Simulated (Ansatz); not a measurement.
System: Sn₂Ru₇W₁₁.

```xyz
20
Lattice="-4.0655 4.8293 -1.5681 -4.0911 -1.5709 4.9014 1.6381 5.3497 5.3955" Properties=species:S:1:pos:R:3 pbc="T T T"
Ru   -0.0923    0.3241    0.2474
Ru   -4.1082    2.0685    2.0948
Ru   -3.9766    1.4497    4.6944
Ru   -2.7094    3.6893    3.7942
Ru   -1.2020    5.5653    5.7211
Ru   -5.3203    7.2875    7.2456
Ru   -3.7308    5.0292    8.4078
Sn   -4.0109    5.5033    5.6946
Sn   -2.3376    6.4446    3.2989
W    -2.6054    2.9143   -0.3538
W    -2.6779   -0.2789    2.9911
W    -1.5385    2.0937    2.0153
W    -5.6015    3.6786    3.8779
W    -3.7814    4.6008    1.4274
W    -5.0720    3.0466    6.5008
W    -5.1733    6.2835    3.0797
W     0.0888    4.0035    3.9999
W    -6.9880    5.4796    5.4708
W    -2.3368    3.2005    6.4080
W    -3.7202    8.2443    5.1270
```

Space group P1; a generated structure, not necessarily the stable one; computed without spin polarisation.

Method: Ansatz 0.2.0, DFT PBE, scalar-relativistic, plane waves, PAW.

**Predict the valence pseudo-density and electron localisation function between the atoms.**

Sn–Ru (2.71 Å): the density is about 0.36 e/Å³ at the midpoint; the ELF is about 0.30 at the midpoint: no localised pair shows between them.

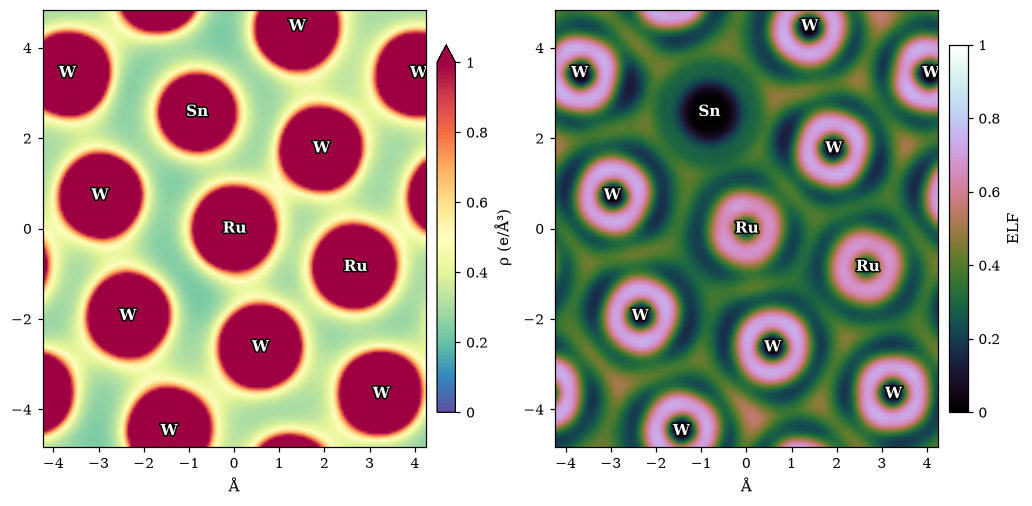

Computed valence pseudo-density and electron localisation function on the (11̄0) plane of the conventional cell, in this order. 

Core electrons are frozen (PAW), and the valence fields are smoothed inside the atomic spheres.
